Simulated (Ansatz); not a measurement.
## Work function of K(111): what the settings cost and change

Aim: the numerical settings behind the work function of K(111), with the cost of each.

Method: plane-wave DFT, PBE, Ansatz PAW, in Ansatz 0.2.0.

## 1. Set-up

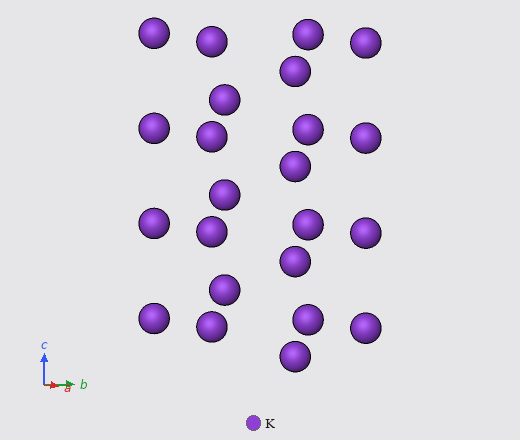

The cell as given, from the side, with the c axis up (potassium purple). Some periodic images of atoms are drawn too.

The cell holds 11 atoms: 11 K. Its edges and angles: a = 7.396 Å, b = 7.396 Å, c = 33.098 Å, α = 90.0°, β = 90.0°, γ = 60.0°. Vacuum lies along c.

## 2. Run, setting cutoff 200 eV

A work function rests on the faint tail of the density, so the SCF threshold is tight. The cutoff is raised first; then mesh and smearing are varied at the default cutoff.

input.yaml reads:

```yaml
crystal:
  lattice:
    - [7.3963369312, 0.0, 0.0]
    - [3.6981684656, 6.4054156774, 0.0]
    - [0.0, 0.0, 33.0977095393]
  atoms:
    - { symbol: K, position: [0.6666666667, 0.6666666667, 0.2719221398] }
    - { symbol: K, position: [0.0, 0.0, 0.3175377118] }
    - { symbol: K, position: [0.3333333333, 0.3333333333, 0.3631532839] }
    - { symbol: K, position: [0.6666666667, 0.6666666667, 0.4087688559] }
    - { symbol: K, position: [0.0, 0.0, 0.454384428] }
    - { symbol: K, position: [0.3333333333, 0.3333333333, 0.5] }
    - { symbol: K, position: [0.6666666667, 0.6666666667, 0.545615572] }
    - { symbol: K, position: [0.0, 0.0, 0.5912311441] }
    - { symbol: K, position: [0.3333333333, 0.3333333333, 0.6368467161] }
    - { symbol: K, position: [0.6666666667, 0.6666666667, 0.6824622882] }
    - { symbol: K, position: [0.0, 0.0, 0.7280778602] }
kpoints:
  mp_grid: { grid: [7, 7, 1] }
hamiltonian:
  xc: pbe
scf:
  occupations: { method: fermi_dirac, width: 0.1 }
  convergence: { dr2_threshold: 1.0e-09 }
efield:
  axis: 3
  dipole_correction: true
  ramp_position: 0.97
  ramp_width: 0.06
basis:
  ecutwfc: "200 eV"
output:
  write_potential: true
  write_density: true
  volumetric_format: npy
  elf: true
```

Launch:

```console
> ansatz run input.yaml --threads 2 --pin off --max-ram 3072MiB --backend cpu --events-out ev --progress --plain --runs-dir out
```

Numbers of over 12 decimals in the logs are rounded to 6 here.

The log of the run:

```text
Warning: basis.ecutwfc = 200 eV is below the records' recommended 420 eV, and the density's cutoff is lower with it unless basis.ecutrho_ratio is high enough to keep the records' density cutoff: compare with a run at a higher cutoff
Engine: ansatz 0.2.0, aarch64-unknown-linux-gnu
Pseudopotentials: kind: paw
Pseudopotential: K, paw, valence charge 9, recommended cutoff 420 eV (normal), K.paw.azcp
Functional definition: PBE
  parameter kappa = 0.804
  parameter beta = 0.066725
  exchange = pbe_x(kappa = kappa, mu = beta*pi^2/3)
  correlation = pbe_c(beta = beta)
Crystal: 11 atoms, lattice volume = 1568.057 Å³
Basis set: ecut = 200 eV, 10151 PW (Γ)
Bands: 61, of which v1, the nominal top of the filled ones, is band 50 counted from 1 (49 counted from 0)
Symmetry: 6 space group operations
k-points: 8 of 49 (time reversal used)
Non-local potential: K, projectors of the file, l = 0: 3, l = 1: 2, l = 2: 2
PAW form: soft (Blöchl's): semilocal exchange-correlation on the pseudo side does not see the compensation charge
PAW one-centre angular grid: K, 110 points (default); XC on 64 Gauss nodes
Initial density: superposition of atomic densities (neutral atoms: chi_scale 0, normalization atom), corrected by the library's trained network
Initial wavefunctions: pseudopotential atomic-orbital guess
Functional: x = pbe(κ = 0.804, μ = 0.219515), c = pbe(β = 0.066725)
SCF iter   1: F=—  HF=-16905.362406 eV  |F-HF|=—  |Δ(HF+E_count)|=         —  Δρ=1.06e-2  dr2=1.80e0  ethr=1.77e-3  p=0.000 e·Å  D=8.58e-15 V/Å  ΔV_dip=-0.00 eV  dr2_dipole=1.26e-7  V_vac-E_F(+/−)=1.91/1.91 eV  ⟨swp⟩=14.9  Hψ=2635  notcnv=0
efield: sawtooth ramp at fractional position 0.9700 (set: `efield.ramp_position`, or a place that a band, a saddle search or an elastic batch's reference lends), width 0.0600; the density the first Hamiltonian is built on has a dipole p = 0.000 e·Å; the dipole correction subtracts the counter field D = 8.58e-15 V/Å, which shifts the + side's vacuum level by -0.00 eV against the − side's; the planar-averaged density in the ramp window peaks in size at 6.4e-7 e/Å³
preconditioner: auto → LDOS  [metal: Δε(μ)=0.081 eV  Ē_g=1.729 eV  σ=0.100 eV  W_gap=0.20  n_scr=126 (ndim 8)  ℏωp=3.1 eV  f_vac=0.450  D(μ)=8.65/eV (n_scr^D=16)  β→1.0]
SCF iter   2: F=—  HF=-16905.154846 eV  |F-HF|=—  |Δ(HF+E_count)|=   2.08e-1  Δρ=3.40e-3  dr2=1.41e-1  ethr=1.77e-3  p=-0.000 e·Å  D=-4.46e-6 V/Å  ΔV_dip=0.00 eV  dr2_dipole=2.39e-8  V_vac-E_F(+/−)=2.14/2.14 eV  ⟨swp⟩=4.4  Hψ=1242  notcnv=0
SCF iter   3: F=—  HF=-16905.099925 eV  |F-HF|=—  |Δ(HF+E_count)|=   5.49e-2  Δρ=4.75e-4  dr2=6.56e-3  ethr=1.42e-4  p=-0.000 e·Å  D=-2.95e-6 V/Å  ΔV_dip=0.00 eV  dr2_dipole=1.56e-8  V_vac-E_F(+/−)=2.19/2.19 eV  ⟨swp⟩=2.0  Hψ=971  notcnv=0
SCF iter   4: F=—  HF=-16905.098939 eV  |F-HF|=—  |Δ(HF+E_count)|=   9.86e-4  Δρ=1.21e-4  dr2=3.15e-4  ethr=6.63e-6  p=-0.000 e·Å  D=-1.83e-6 V/Å  ΔV_dip=0.00 eV  dr2_dipole=2.40e-9  V_vac-E_F(+/−)=2.21/2.21 eV  ⟨swp⟩=3.0  Hψ=996  notcnv=0
SCF iter   5: F=—  HF=-16905.098894 eV  |F-HF|=—  |Δ(HF+E_count)|=   4.52e-5  Δρ=2.90e-5  dr2=8.21e-5  ethr=3.18e-7  p=-0.000 e·Å  D=-1.06e-6 V/Å  ΔV_dip=0.00 eV  dr2_dipole=5.84e-10  V_vac-E_F(+/−)=2.21/2.21 eV  ⟨swp⟩=2.1  Hψ=841  notcnv=0
SCF iter   6: F=—  HF=-16905.098891 eV  |F-HF|=—  |Δ(HF+E_count)|=   3.15e-6  Δρ=7.58e-6  dr2=2.97e-6  ethr=8.29e-8  p=-0.000 e·Å  D=-2.78e-7 V/Å  ΔV_dip=0.00 eV  dr2_dipole=2.36e-12  V_vac-E_F(+/−)=2.22/2.22 eV  ⟨swp⟩=2.2  Hψ=560  notcnv=0
SCF iter   7: F=—  HF=-16905.098677 eV  |F-HF|=—  |Δ(HF+E_count)|=   2.13e-4  Δρ=3.36e-6  dr2=2.80e-7  ethr=3.00e-9  p=-0.000 e·Å  D=-5.21e-8 V/Å  ΔV_dip=0.00 eV  dr2_dipole=3.88e-13  V_vac-E_F(+/−)=2.22/2.22 eV  ⟨swp⟩=3.9  Hψ=1027  notcnv=0
SCF iter   8: F=—  HF=-16905.098677 eV  |F-HF|=—  |Δ(HF+E_count)|=   1.72e-8  Δρ=1.08e-6  dr2=4.03e-8  ethr=2.83e-10  p=-0.000 e·Å  D=-6.93e-10 V/Å  ΔV_dip=0.00 eV  dr2_dipole=9.69e-13  V_vac-E_F(+/−)=2.22/2.22 eV  ⟨swp⟩=2.1  Hψ=830  notcnv=0
SCF iter   9: F=—  HF=-16905.098677 eV  |F-HF|=—  |Δ(HF+E_count)|=  6.98e-10  Δρ=4.53e-7  dr2=5.80e-9  ethr=4.08e-11  p=0.000 e·Å  D=1.13e-8 V/Å  ΔV_dip=-0.00 eV  dr2_dipole=1.14e-14  V_vac-E_F(+/−)=2.22/2.22 eV  ⟨swp⟩=2.1  Hψ=776  notcnv=0
SCF iter  10: F=-16905.098677 eV  HF=-16905.098677 eV  |F-HF|=5.82e-11  |Δ(HF+E_count)|=  6.62e-10  Δρ=1.08e-7  dr2=5.40e-10  ethr=1.01e-12  p=0.000 e·Å  D=6.75e-9 V/Å  ΔV_dip=-0.00 eV  dr2_dipole=1.19e-13  V_vac-E_F(+/−)=2.22/2.22 eV  ⟨swp⟩=11.5  Hψ=1496  notcnv=0
SCF 1 converged in 10 iterations: F = -16905.098677 eV  dr2 = 5.40e-10
  greatest PAW one-centre occupation: 0.993 electrons in one spin orbital (limit 2), on the K atom at site 9 (counted from 0), in its partial waves of l = 0
WARN: The output density's exchange-correlation potential varies sharply where the density is thin. Do not read a vacuum level from v_tot or v_xc, or from such a field of the output density. On a cell that repeats whose density bears no net charge and no dipole along the vacuum's axis use v_es (v_loc + v_h of the components); under efield.dipole_correction with no amplitude use v_es + v_field, which holds any externa [...]
SCF converged after 10 iterations
Free energy (F): -16905.098677 eV
Harris-Foulkes:  -16905.098677 eV  (|F-HF|=5.82e-11)
Internal energy: -16904.808528 eV  (E = F + TS)
E sigma→0 (E₀):  -16904.953603 eV
Entropy (-TS):   -0.290149 eV (-26.377 meV/atom)
Fermi energy:    -0.104025 eV
Dipole field:    D = -0.000000 V/Å  (p = -0.000001 e·Å, saw-weighted, corrected)
Work function:   Φ+ = 2.2205 eV   Φ− = 2.2206 eV
Levels:          The Fermi level and band energies are counted from a zero that moves with the ramp; work functions are not
--- Per-component energies (eV) ---
  E_band       = -1780.275704
  E_kinetic    = 2763.028572
  E_local      = -34022.170185  (includes V_loc(G=0)·N_el)
  E_nonlocal   = 145.562309
  E_hartree    = 15719.092547
  E_xc         = -1468.048461
  E_vxc        = -1789.830826  (∫ρ·V_xc dr)
  E_paw        = -8596.362089  (= ΣΔE_a)
  E_vpaw       = -315.051035  (= ΣTr[D̂ρ^β])
  E_aug_tail   = -0.001150  (compensation charges beyond the density's cutoff)
  E_efield     = 0.000000  (sawtooth field / dipole correction)
  E_vefield    = 0.000000  (∫n·V_field dr)
  E_ewald      = 8554.089928
  E_smearing   = -0.290149  (= −TS)
  E_closure    = -0.000000  (closes the sum)
  Σ components = -16905.098677   (vs F -16905.098677, Δ=0.00e0)
--- Band table (eV; the first three rows and the last of 8) ---
  k-point 0: bands = [... 46 lower, -1.3431, -0.6904, 0.0038, 0.6690, 1.1535, 1.1535, 1.1788, 1.1788, ... 7 higher]
  k-point 1: bands = [... 46 lower, -1.2627, -0.6151, 0.0730, 0.5130, 0.7320, 0.7654, 0.9065, 0.9665, ... 7 higher]
  k-point 2: bands = [... 46 lower, -1.0271, -0.3986, -0.2291, 0.0591, 0.2703, 0.5009, 0.6718, 0.7370, ... 7 higher]
  k-point 7: bands = [... 46 lower, -0.6875, -0.6673, -0.4395, -0.3853, -0.3360, 0.0397, 0.1553, 0.1905, ... 7 higher]
```

The job ended after 69 s (2 threads of Arm Neoverse N1, shared host; peak memory 0.76 GiB).

Reading the cycles: dr2 is the Hartree energy of the density residual (eV), the measure of convergence; HF is the Harris–Foulkes estimate of the energy, which meets the free energy F at convergence.

Numbers from this step:

```
energy at zero smearing   : -16904.9536 eV
work function, upper face : 2.221 eV
```

Running mean over 1.51 Å of the planar mean; the ramp of the sawtooth is left out. Table of electron's electrostatic potential energy less the Fermi level by z:

| z (Å) | electron's electrostatic potential energy less the Fermi level (eV) |
| --- | --- |
| 5.0 | 2.20 |
| 7.5 | 1.68 |
| 10.0 | -0.782 |
| 12.5 | -0.728 |
| 15.0 | -0.722 |
| 17.5 | -0.733 |
| 20.0 | -0.728 |
| 22.5 | -0.761 |
| 25.0 | 0.839 |
| 27.5 | 2.18 |

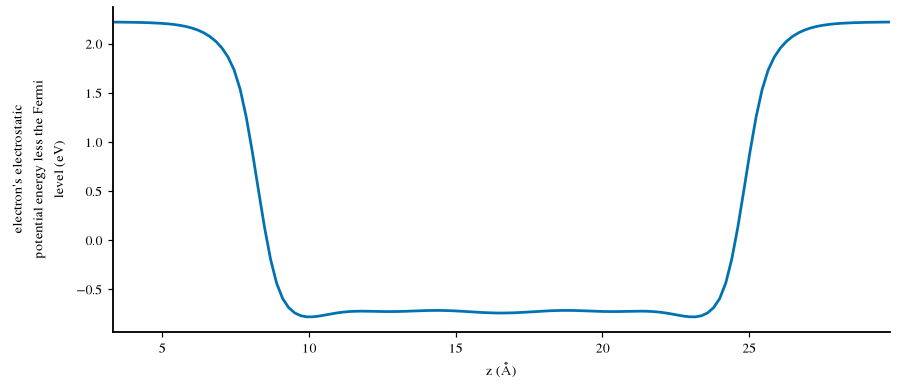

Electron's electrostatic potential energy less the Fermi level against z.

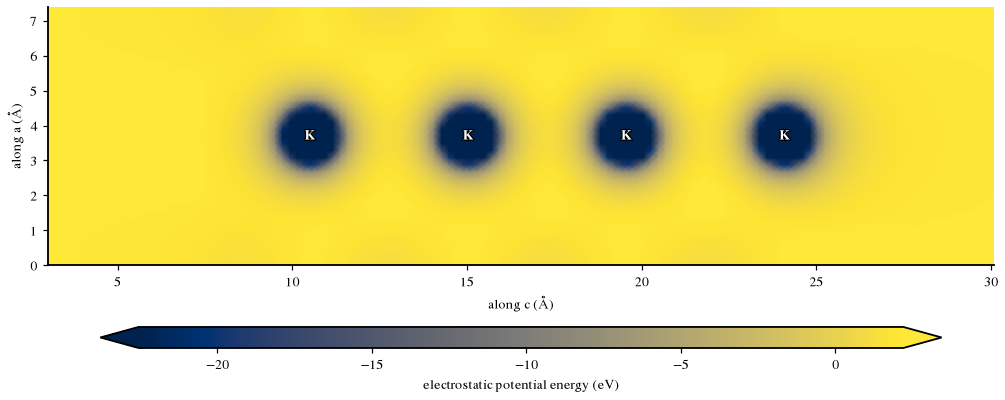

Electrostatic potential energy in the ca plane at fractional y = 0.000, with atoms of K within 0.2 Å of it. With pseudopotentials it is smooth inside the atoms' cores, unlike the true potential. The map starts off the cell's origin, so that atoms lie inside it. The far vacuum is left out of the map.

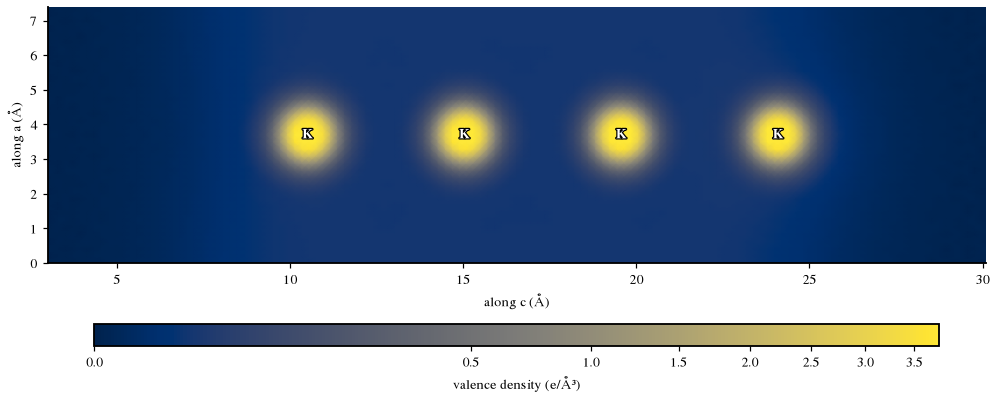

Valence density in the ca plane at fractional y = 0.000, with atoms of K within 0.2 Å of it. It is the smooth field of the valence electrons, not physical close to the nuclei. The map starts off the cell's origin, so that atoms lie inside it. The colour scale is stretched toward low values. The far vacuum is left out of the map.

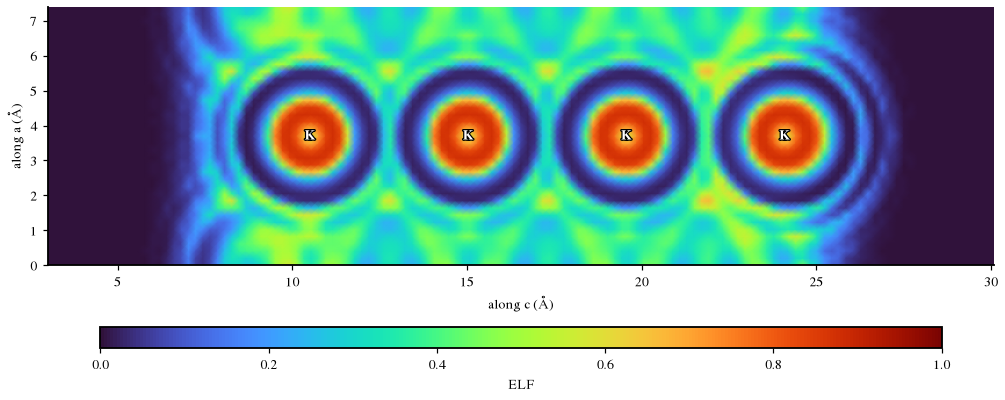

ELF in the ca plane at fractional y = 0.000, with atoms of K within 0.2 Å of it. It is the smooth field of the valence electrons, not physical close to the nuclei. The map starts off the cell's origin, so that atoms lie inside it. The far vacuum is left out of the map.

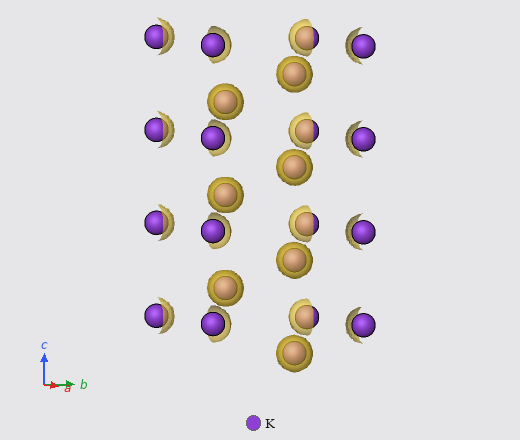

Surface of ELF = 0.8.

The work function is 2.221 eV.

## 3. Run

Changes to input.yaml since step 2:

```diff
@@ -30,3 +30,3 @@
 basis:
-  ecutwfc: "200 eV"
+  ecutwfc: "300 eV"
 output:
@@ -35,2 +35 @@
   volumetric_format: npy
-  elf: true
```

The log of the run:

```text
[...]
Crystal: 11 atoms, lattice volume = 1568.057 Å³
Basis set: ecut = 300 eV, 18501 PW (Γ)
Bands: 61, of which v1, the nominal top of the filled ones, is band 50 counted from 1 (49 counted from 0)
Symmetry: 6 space group operations
k-points: 8 of 49 (time reversal used)
[...]
k-point 1: bands = [... 46 lower, -1.2731, -0.6254, 0.0635, 0.4961, 0.7212, 0.7435, 0.8891, 0.9348, ... 7 higher]
  k-point 2: bands = [... 46 lower, -1.0376, -0.4097, -0.2403, 0.0455, 0.2571, 0.4828, 0.6404, 0.7262, ... 7 higher]
  k-point 7: bands = [... 46 lower, -0.6956, -0.6755, -0.4507, -0.3969, -0.3471, 0.0254, 0.1408, 0.1750, ... 7 higher]
[key lines of the parts left out:]
SCF converged after 10 iterations
Free energy (F): -16914.857057 eV
Fermi energy:    -0.117268 eV
Dipole field:    D = -0.000000 V/Å  (p = -0.000001 e·Å, saw-weighted, corrected)
Work function:   Φ+ = 2.2065 eV   Φ− = 2.2065 eV
```

It took 2.1 min on 2 threads; peak memory 1.2 GiB; 2.4 min of CPU time.

The work function is 2.206 eV, -0.014 eV from the run “cutoff 200 eV”, at 1.9 times its CPU time.

## 4. Run

Changes to input.yaml since step 3:

```diff
@@ -30,3 +30,3 @@
 basis:
-  ecutwfc: "300 eV"
+  ecutwfc: "420 eV"
 output:
```

The log of the run:

```text
[...]
Crystal: 11 atoms, lattice volume = 1568.057 Å³
Basis set: ecut = 420 eV, 30747 PW (Γ)
Bands: 61, of which v1, the nominal top of the filled ones, is band 50 counted from 1 (49 counted from 0)
Symmetry: 6 space group operations
k-points: 8 of 49 (time reversal used)
[...]
k-point 1: bands = [... 46 lower, -1.2730, -0.6254, 0.0635, 0.4958, 0.7212, 0.7432, 0.8890, 0.9337, ... 7 higher]
  k-point 2: bands = [... 46 lower, -1.0375, -0.4098, -0.2404, 0.0455, 0.2569, 0.4825, 0.6393, 0.7262, ... 7 higher]
  k-point 7: bands = [... 46 lower, -0.6956, -0.6755, -0.4508, -0.3970, -0.3472, 0.0252, 0.1406, 0.1747, ... 7 higher]
[key lines of the parts left out:]
SCF converged after 10 iterations
Free energy (F): -16914.972401 eV
Fermi energy:    -0.117403 eV
Dipole field:    D = -0.000000 V/Å  (p = -0.000002 e·Å, saw-weighted, corrected)
Work function:   Φ+ = 2.2060 eV   Φ− = 2.2060 eV
```

Run time: 3.5 min. Hardware: 2 threads; peak memory 1.8 GiB.

The work function is 2.206 eV, -0.015 eV from the run “cutoff 200 eV”, at 3.2 times its CPU time.

## 5. Slab

Changes to input.yaml since step 4:

```diff
@@ -30,3 +30,3 @@
 basis:
-  ecutwfc: "420 eV"
+  ecutwfc: "600 eV"
 output:
```

The log of the run:

```text
[...]
Crystal: 11 atoms, lattice volume = 1568.057 Å³
Basis set: ecut = 600 eV, 52447 PW (Γ)
Bands: 61, of which v1, the nominal top of the filled ones, is band 50 counted from 1 (49 counted from 0)
Symmetry: 6 space group operations
k-points: 8 of 49 (time reversal used)
[...]
k-point 1: bands = [... 46 lower, -1.2730, -0.6255, 0.0634, 0.4958, 0.7211, 0.7431, 0.8889, 0.9337, ... 7 higher]
  k-point 2: bands = [... 46 lower, -1.0376, -0.4098, -0.2404, 0.0454, 0.2568, 0.4825, 0.6393, 0.7262, ... 7 higher]
  k-point 7: bands = [... 46 lower, -0.6957, -0.6756, -0.4509, -0.3971, -0.3473, 0.0251, 0.1406, 0.1746, ... 7 higher]
[key lines of the parts left out:]
SCF converged after 12 iterations
Free energy (F): -16914.973009 eV
Fermi energy:    -0.117439 eV
Dipole field:    D = 0.000000 V/Å  (p = 0.000001 e·Å, saw-weighted, corrected)
Work function:   Φ+ = 2.2060 eV   Φ− = 2.2060 eV
```

The job ended after 6.8 min (2 threads; peak memory 2.5 GiB).

The work function is 2.206 eV, +0.000 eV from the run “cutoff 420 eV”, at 1.8 times its CPU time.

## 6. Slab

Changes to input.yaml since step 5:

```diff
@@ -18,3 +18,3 @@
 kpoints:
-  mp_grid: { grid: [7, 7, 1] }
+  mp_grid: { grid: [1, 1, 1] }
 hamiltonian:
@@ -29,4 +29,2 @@
   ramp_width: 0.06
-basis:
-  ecutwfc: "600 eV"
 output:
```

The log of the run:

```text
[...]
Crystal: 11 atoms, lattice volume = 1568.057 Å³
Basis set: ecut = 420 eV, 30747 PW (Γ)
Bands: 61, of which v1, the nominal top of the filled ones, is band 50 counted from 1 (49 counted from 0)
Symmetry: 6 space group operations
k-points: 1
[...]
Internal energy: -16915.603107 eV  (E = F + TS)
E sigma→0 (E₀):  -16915.789516 eV
Entropy (-TS):   -0.372818 eV (-33.893 meV/atom)
Fermi energy:    0.186322 eV
Dipole field:    D = 0.000000 V/Å  (p = 0.000000 e·Å, saw-weighted, corrected)
Work function:   Φ+ = 2.5243 eV   Φ− = 2.5243 eV
[...]
--- Band table (eV) ---
  k-point 0: bands = [... 46 lower, -1.8347, -1.0848, -0.3228, 0.3950, 0.4228, 0.4228, 0.4273, 0.4273, ... 18 higher]
[key lines of the parts left out:]
SCF converged after 13 iterations
Free energy (F): -16915.975925 eV
```

Elapsed: 55 s, on 2 threads; peak memory 0.83 GiB.

The work function is 2.524 eV, +0.318 eV from the run “cutoff 420 eV”, at 0.14 times its CPU time.

## 7. Run

Changes to input.yaml since step 6:

```diff
@@ -18,3 +18,3 @@
 kpoints:
-  mp_grid: { grid: [1, 1, 1] }
+  mp_grid: { grid: [2, 2, 1] }
 hamiltonian:
```

The log of the run:

```text
[...]
Crystal: 11 atoms, lattice volume = 1568.057 Å³
Basis set: ecut = 420 eV, 30747 PW (Γ)
Bands: 61, of which v1, the nominal top of the filled ones, is band 50 counted from 1 (49 counted from 0)
Symmetry: 6 space group operations
k-points: 2 of 4
[...]
Fermi energy:    -0.121801 eV
Dipole field:    D = 0.000000 V/Å  (p = 0.000001 e·Å, saw-weighted, corrected)
Work function:   Φ+ = 2.1831 eV   Φ− = 2.1831 eV
[...]
--- Band table (eV) ---
  k-point 0: bands = [... 46 lower, -1.3107, -0.6837, 0.0154, 0.6765, 1.1249, 1.1249, 1.1301, 1.1301, ... 7 higher]
  k-point 1: bands = [... 46 lower, -0.8909, -0.8242, -0.4245, -0.3108, 0.1075, 0.2891, 0.4346, 0.6240, ... 7 higher]
[key lines of the parts left out:]
SCF converged after 11 iterations
Free energy (F): -16915.433456 eV
```

Wall time 58 s (2 threads); peak memory 1.4 GiB.

The work function is 2.183 eV, -0.023 eV from the run “cutoff 420 eV”, at 0.19 times its CPU time.

(Part 1 of 2 ends here.)

[Logs are printed without paths, hosts, clocks, repeated set-up lines and the standing remarks that a program may print on its own settings, such as how far it seeks lower states.]

[Hosts, paths, dates, database ids (printed as entryN), source tags and the programs' standing remarks are cut or masked in the printed files.]

[Maps of the electrostatic potential energy from Ansatz leave out the sawtooth potential of an applied field or a dipole correction, so their vacuum need not be flat; planar profiles and work functions include it.]
